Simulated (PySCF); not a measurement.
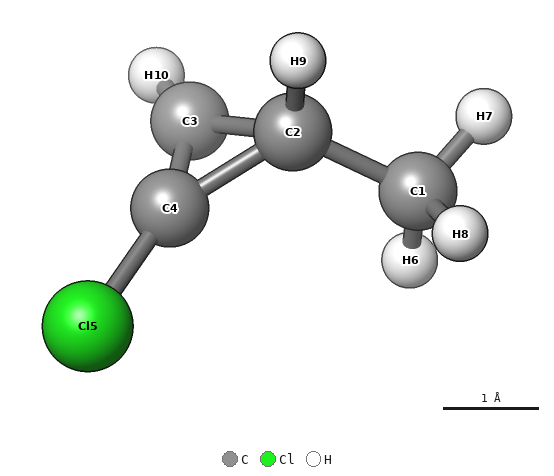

The starting structure (ball-and-stick view, seen at a tilt; atoms are numbered from 1 in the order of the input). Bond lengths as drawn: C–C 1.31 to 1.53 Å, C–Cl 1.66 Å and C–H 1.06 to 1.11 Å.

**Run report: C4H5Cl, geometry relaxation**

C4H5Cl, computed with PBE0-D3(BJ)/def2-SVP geometry optimisation, gas phase (PySCF 2.14.0).

Log:
```
step   0  E = -614.94480496  max force = 0.031695
step   1  E = -614.94821366  max force = 0.022580
step   2  E = -614.94912350  max force = 0.006757
step   3  E = -614.94943681  max force = 0.005022
step   4  E = -614.94954608  max force = 0.002302
step   5  E = -614.94958669  max force = 0.001077
step   6  E = -614.94961861  max force = 0.001555
step   7  E = -614.94965856  max force = 0.001456
step   8  E = -614.94968421  max force = 0.000720
step   9  E = -614.94969516  max force = 0.000623
step  10  E = -614.94969859  max force = 0.000537
step  11  E = -614.94970027  max force = 0.000365
optimisation converged
```

Trajectory as extended XYZ (Å, eV, eV/Å), 10 of the 12 frames kept, from step=0 to step=11:
```
10
Properties=species:S:1:pos:R:3:forces:R:3 step=0 energy=-16733.50047
C    -1.2339   -0.1251    0.3449   -0.2396   1.5706  -0.6163
C    -0.0350   -0.0615   -0.5465    1.2418   0.0058   1.6298
C     1.0999    0.8832   -0.2484    0.5399  -1.1237   0.2332
C     1.3572   -0.3740    0.0012   -1.5849   0.9486  -0.8208
Cl    2.3188   -1.6151    0.5470    0.4533  -0.3224   0.2082
H    -0.9956    0.1592    1.3625    0.1979   0.0028   0.5952
H    -1.9925    0.6059   -0.0129    0.0837  -0.2636   0.1065
H    -1.6801   -1.0893    0.3260   -0.6282  -1.3010   0.0751
H    -0.2414   -0.2942   -1.5645   -0.1858  -0.3371  -1.3739
H     1.4531    1.8900   -0.2303    0.1220   0.8200  -0.0370
10
Properties=species:S:1:pos:R:3:forces:R:3 step=1 energy=-16733.59322
C    -0.9898   -0.2141    0.2536   -0.1008  -0.2069   0.1506
C     0.2839   -0.3175   -0.5446   -0.2306  -0.4774  -0.4741
C     1.5961    0.3329   -0.1338   -0.2490   1.1611  -0.0621
C     1.4974   -0.9392    0.0227    0.6897  -0.7397   0.2449
Cl    2.2980   -2.3464    0.5384   -0.2575   0.0425  -0.0671
H    -0.7798    0.0662    1.2983   -0.0308  -0.0208  -0.0177
H    -1.6754    0.5293   -0.1751   -0.0595   0.0817  -0.0221
H    -1.5172   -1.1916    0.2606    0.0852   0.2654   0.0028
H     0.0981   -0.4780   -1.6310    0.0713   0.1340   0.2523
H     2.0786    1.3065   -0.0470    0.0820  -0.2399  -0.0075
10
Properties=species:S:1:pos:R:3:forces:R:3 step=2 energy=-16733.61798
C    -0.9853   -0.2135    0.2527   -0.0531  -0.0996  -0.0223
C     0.2854   -0.3430   -0.5558   -0.0544  -0.1664   0.0213
C     1.5779    0.3417   -0.1276   -0.2243   0.0237  -0.0756
C     1.5149   -0.9459    0.0165    0.3475   0.1253   0.0810
Cl    2.3034   -2.3554    0.5298   -0.1659   0.0433  -0.0403
H    -0.7683    0.0766    1.2925    0.0150  -0.0139  -0.0123
H    -1.6636    0.5383   -0.1811    0.0230   0.0174   0.0004
H    -1.5298   -1.1728    0.2766   -0.0266   0.0405  -0.0041
H     0.1059   -0.4917   -1.6374    0.0155   0.0755   0.0587
H     2.0495    1.3137   -0.0242    0.1234  -0.0458  -0.0068
10
Properties=species:S:1:pos:R:3:forces:R:3 step=4 energy=-16733.62948
C    -0.9857   -0.2280    0.2548    0.0039   0.0686  -0.0379
C     0.2864   -0.3497   -0.5527    0.0377   0.0166   0.1050
C     1.5730    0.3584   -0.1408   -0.0460  -0.0800   0.0504
C     1.5267   -0.9279    0.0237   -0.0044   0.1184  -0.0744
Cl    2.2693   -2.3494    0.5470    0.0170  -0.0347   0.0192
H    -0.7671    0.0416    1.2995    0.0063  -0.0162   0.0030
H    -1.6475    0.5447   -0.1682   -0.0012   0.0058   0.0219
H    -1.5476   -1.1747    0.2592   -0.0223  -0.0405  -0.0201
H     0.1097   -0.4845   -1.6326   -0.0146  -0.0478  -0.0477
H     2.0727    1.3175   -0.0480    0.0235   0.0100  -0.0196
10
Properties=species:S:1:pos:R:3:forces:R:3 step=5 energy=-16733.63059
C    -0.9874   -0.2266    0.2544    0.0031  -0.0067   0.0062
C     0.2866   -0.3514   -0.5484    0.0129   0.0417  -0.0216
C     1.5720    0.3601   -0.1410    0.0162   0.0554   0.0331
C     1.5297   -0.9245    0.0246   -0.0422  -0.0330  -0.0128
Cl    2.2701   -2.3475    0.5481    0.0266  -0.0194   0.0166
H    -0.7702    0.0330    1.3020   -0.0022  -0.0190   0.0045
H    -1.6447    0.5528   -0.1630    0.0054   0.0081   0.0059
H    -1.5532   -1.1727    0.2480   -0.0079   0.0078  -0.0087
H     0.1094   -0.4930   -1.6291   -0.0047  -0.0262   0.0004
H     2.0774    1.3178   -0.0536   -0.0072  -0.0088  -0.0235
10
Properties=species:S:1:pos:R:3:forces:R:3 step=6 energy=-16733.63145
C    -0.9874   -0.2268    0.2543   -0.0115  -0.0290   0.0137
C     0.2867   -0.3497   -0.5480   -0.0104   0.0100  -0.0686
C     1.5721    0.3628   -0.1439    0.0398   0.0711   0.0270
C     1.5288   -0.9209    0.0274   -0.0183  -0.0800   0.0108
Cl    2.2663   -2.3439    0.5588    0.0153   0.0121   0.0025
H    -0.7701    0.0142    1.3065   -0.0025  -0.0144   0.0006
H    -1.6393    0.5631   -0.1511    0.0015   0.0122   0.0002
H    -1.5592   -1.1701    0.2318    0.0055   0.0342  -0.0053
H     0.1093   -0.4993   -1.6289    0.0003  -0.0073   0.0371
H     2.0827    1.3186   -0.0650   -0.0199  -0.0090  -0.0180
10
Properties=species:S:1:pos:R:3:forces:R:3 step=7 energy=-16733.63254
C    -0.9881   -0.2260    0.2538   -0.0149  -0.0364   0.0172
C     0.2866   -0.3510   -0.5469   -0.0222  -0.0240  -0.0716
C     1.5711    0.3646   -0.1468    0.0494   0.0397  -0.0003
C     1.5289   -0.9183    0.0321   -0.0042  -0.0749   0.0379
Cl    2.2695   -2.3370    0.5743   -0.0001   0.0369  -0.0130
H    -0.7711   -0.0170    1.3128   -0.0015  -0.0038  -0.0017
H    -1.6260    0.5846   -0.1330    0.0038   0.0118  -0.0031
H    -1.5749   -1.1590    0.2044    0.0071   0.0351  -0.0013
H     0.1088   -0.5124   -1.6263    0.0056   0.0154   0.0406
H     2.0850    1.3196   -0.0824   -0.0231   0.0002  -0.0047
10
Properties=species:S:1:pos:R:3:forces:R:3 step=9 energy=-16733.63354
C    -0.9892   -0.2252    0.2529   -0.0005  -0.0003  -0.0009
C     0.2862   -0.3600   -0.5460   -0.0064  -0.0206   0.0073
C     1.5682    0.3624   -0.1497    0.0183  -0.0143  -0.0320
C     1.5303   -0.9198    0.0396   -0.0055   0.0113   0.0227
Cl    2.2838   -2.3263    0.5928   -0.0024   0.0060  -0.0085
H    -0.7725   -0.0544    1.3186    0.0011   0.0027  -0.0004
H    -1.6002    0.6160   -0.1124    0.0024   0.0024   0.0008
H    -1.6034   -1.1367    0.1719   -0.0016   0.0005  -0.0013
H     0.1093   -0.5285   -1.6231    0.0025   0.0064  -0.0013
H     2.0773    1.3205   -0.1027   -0.0079   0.0059   0.0136
10
Properties=species:S:1:pos:R:3:forces:R:3 step=10 energy=-16733.63363
C    -0.9892   -0.2249    0.2527    0.0021   0.0056  -0.0031
C     0.2861   -0.3626   -0.5458   -0.0014  -0.0052   0.0131
C     1.5679    0.3612   -0.1503    0.0073  -0.0092  -0.0276
C     1.5305   -0.9207    0.0408   -0.0053   0.0164   0.0121
Cl    2.2864   -2.3254    0.5941    0.0008  -0.0054  -0.0026
H    -0.7723   -0.0556    1.3186    0.0004   0.0003   0.0004
H    -1.5964    0.6193   -0.1120    0.0008   0.0000   0.0012
H    -1.6072   -1.1337    0.1703   -0.0018  -0.0033  -0.0010
H     0.1097   -0.5302   -1.6229    0.0004  -0.0021  -0.0050
H     2.0744    1.3206   -0.1035   -0.0033   0.0029   0.0125
10
Properties=species:S:1:pos:R:3:forces:R:3 step=11 energy=-16733.63368
C    -0.9892   -0.2245    0.2525    0.0017   0.0053  -0.0020
C     0.2861   -0.3640   -0.5456    0.0014   0.0044   0.0090
C     1.5680    0.3604   -0.1512    0.0015  -0.0029  -0.0188
C     1.5305   -0.9211    0.0416   -0.0028   0.0108   0.0048
Cl    2.2869   -2.3254    0.5950    0.0016  -0.0073   0.0007
H    -0.7721   -0.0548    1.3183   -0.0003  -0.0013   0.0004
H    -1.5947    0.6208   -0.1126   -0.0004  -0.0006   0.0006
H    -1.6087   -1.1322    0.1703   -0.0010  -0.0025  -0.0004
H     0.1100   -0.5317   -1.6228   -0.0006  -0.0058  -0.0033
H     2.0730    1.3206   -0.1034   -0.0011   0.0000   0.0090
```

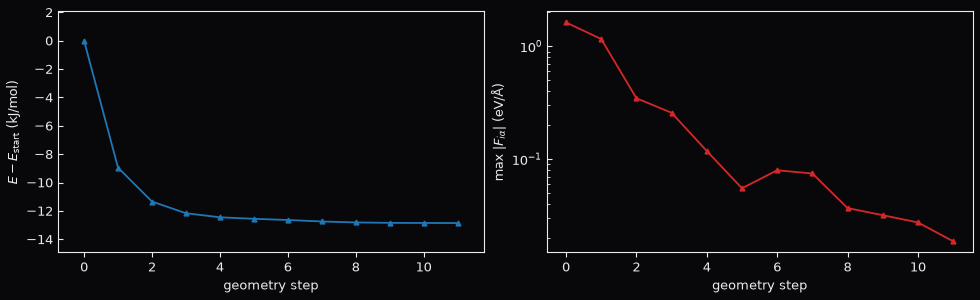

Progress of the relaxation, step by step (steps are counted from 0).

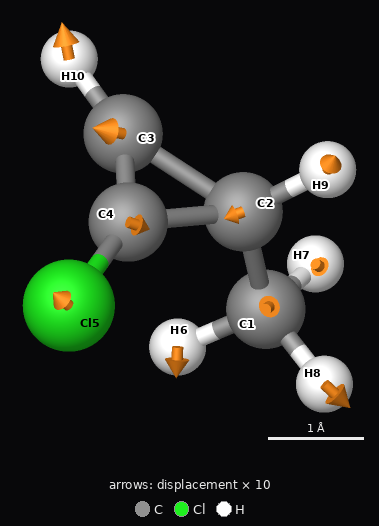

The starting structure with the displacements as orange arrows, magnified 10 times (ball-and-stick view, seen at a tilt). The two geometries are laid on each other by the best rigid fit. The largest moves after the best rigid fit, 0.040 Å, are those of C3 and H10. By element the largest moves are C 0.040 Å, H 0.040 Å, Cl 0.027 Å. Among the contacts that change: C2–C4 1.528 → 1.484 Å, C1–H8 1.063 → 1.102 Å, C4–Cl5 1.662 → 1.688 Å, C3–H10 1.067 → 1.086 Å. Among the angles that change: C4–C3–H10 147.0° → 151.7°, C3–C4–Cl5 153.5° → 149.1°, C2–C3–C4 65.4° → 62.9°. After 11 geometry steps the energy has fallen by 12.9 kJ/mol. Largest force component: 1.6 eV/Å at the start, 0.019 eV/Å at the end. (Atoms are counted from 1 in the order of the input.)

The run was set up as follows.

Input:
```
{"job": {"xc": "PBE0", "basis": "def2-SVP", "d3": "d3bj", "grid": 1, "shake": 0.01, "kind": "geom"}, "charge": 0, "multiplicity": 1}
C     -1.233860    -0.125100     0.344950
C     -0.035000    -0.061500    -0.546510
C      1.099880     0.883220    -0.248430
C      1.357200    -0.373970     0.001200
Cl     2.318760    -1.615120     0.547030
H     -0.995560     0.159150     1.362460
H     -1.992540     0.605880    -0.012870
H     -1.680100    -1.089290     0.325960
H     -0.241450    -0.294240    -1.564490
H      1.453110     1.890030    -0.230350
```

The first line tells a small driver script what to run in PySCF; the rest is the geometry in Å.

Launch command:
```bash
OMP_NUM_THREADS=1 python <driver script> task.json out
```

Key numbers:

```csv
quantity,value
outcome,converged
total energy,−614.949700 hartree
dipole moment,0.95 D
point group,C1
hardware,"1 CPU thread, shared host"
wall time,57 s
peak memory,0.41 GiB
```
